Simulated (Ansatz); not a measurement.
BF2H4Si2 (charge +1)

Input file:

```
crystal:
  periodic: [false, false, false]
  atoms:
    - {symbol: B, position_ang: [2.015344, 0.337744, -0.404654]}
    - {symbol: F, position_ang: [1.751148, -2.612767, 0.519146]}
    - {symbol: F, position_ang: [4.554002, 0.202395, 1.377481]}
    - {symbol: Si, position_ang: [1.060927, -1.206281, 0.280058]}
    - {symbol: Si, position_ang: [3.886068, 0.642078, 0.009123]}
    - {symbol: H, position_ang: [-0.389013, -1.355097, 0.533674]}
    - {symbol: H, position_ang: [1.907495, 0.251477, -1.608825]}
    - {symbol: H, position_ang: [1.450974, 1.335816, -0.012486]}
    - {symbol: H, position_ang: [4.886672, 1.406021, -0.767957]}
basis:
  gaussian:
    orbitals: def2-TZVPD
total_charge: 1
hamiltonian:
  xc: pbe0
output: {forces: true, orbitals: {seedname: orbitals}}
```

Launched as:

```sh
ansatz run input.yaml --threads 1 --pin off --max-ram 2610MiB --events-out events.jsonl --progress --plain --runs-dir runs
```

Geometry: B3LYP/6-31G*.

All numbers below come from isolated molecule in a Gaussian basis; Kohn-Sham density functional theory, functional PBE0 (Ansatz).

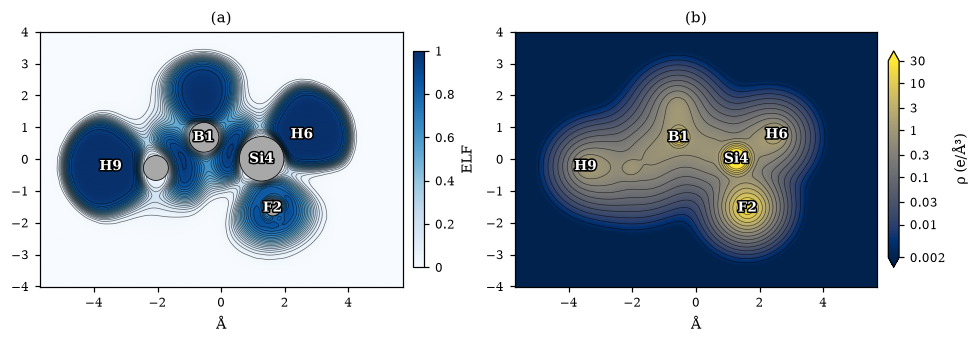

Figure 1. (a) ELF; (b) electron density on the plane of atoms F2, Si4 and H6. Grey discs cover the atomic cores in the ELF map.

Q: Interpret the plot.

A: The section cuts through B, F, Si and H sites.
Si–F (1.58 Å): ρ is about 1.2 e/Å³ halfway; the ELF peaks at about 0.85 in the valence shell of F, 0.6 Å from its nucleus, and is about 0.55 at the midpoint.
Si–B (1.94 Å): the density is about 0.82 e/Å³ at the midpoint; the ELF peaks at about 0.95 between the atoms, as expected for localised, covalent bonding.
Si–H (1.48 Å): ρ at the midpoint is about 0.88 e/Å³; the ELF climbs to about 1 towards the hydrogen, as it does in any bond to H.
The ELF also peaks beside F2, away from the bonds: lone-pair regions.

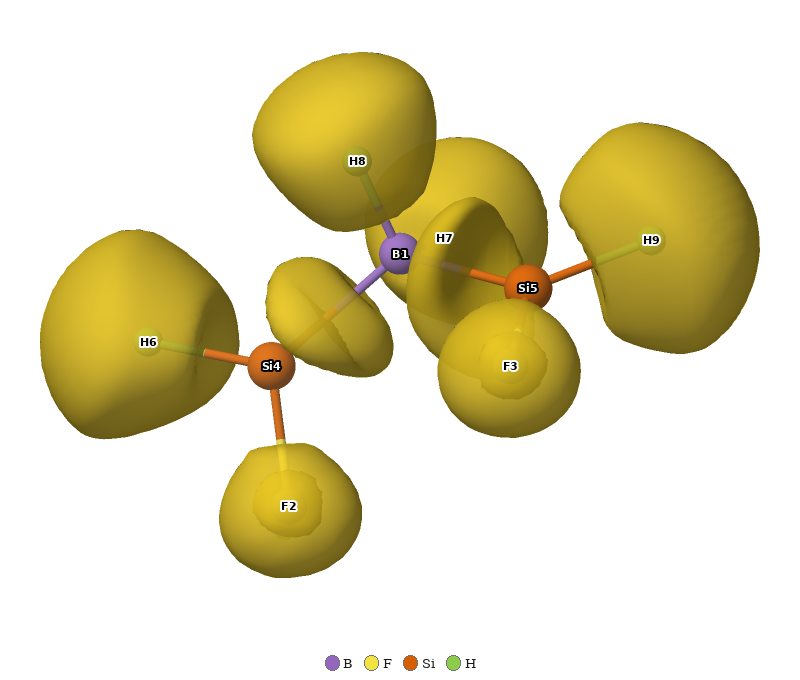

Figure 2. Isosurface of the ELF at 0.75 (yellow), seen at an oblique angle. Core shells and regions of very low density are left out.

Q: Identify the bonds, lone pairs and shells in this picture.

A: At this value the surface marks out two regions between bonded B–Si atoms (shared pairs), four regions around hydrogen nuclei and two regions wrapped around F (its lone pairs, merged into a ring or cap).

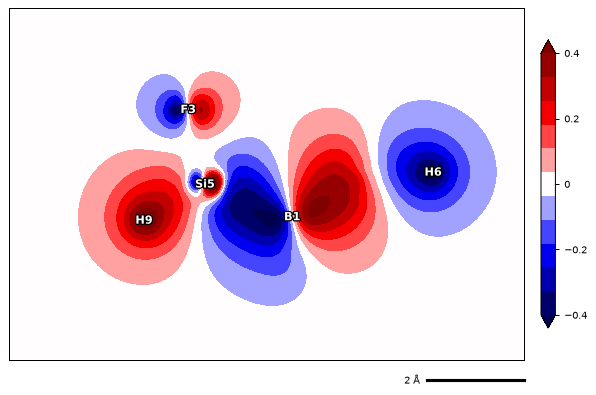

Figure 3. One frontier orbital on the plane of atoms F3, Si5 and H9 (values in Å⁻³ᐟ²; the overall sign is arbitrary).

Q: Which orbital is it: HOMO or LUMO?

A: The HOMO, at −14.15 eV. It lies mainly on B1 (about 25 %), Si4 (about 20 %), Si5 (about 20 %), H6 (about 10 %) and H9 (about 10 %).
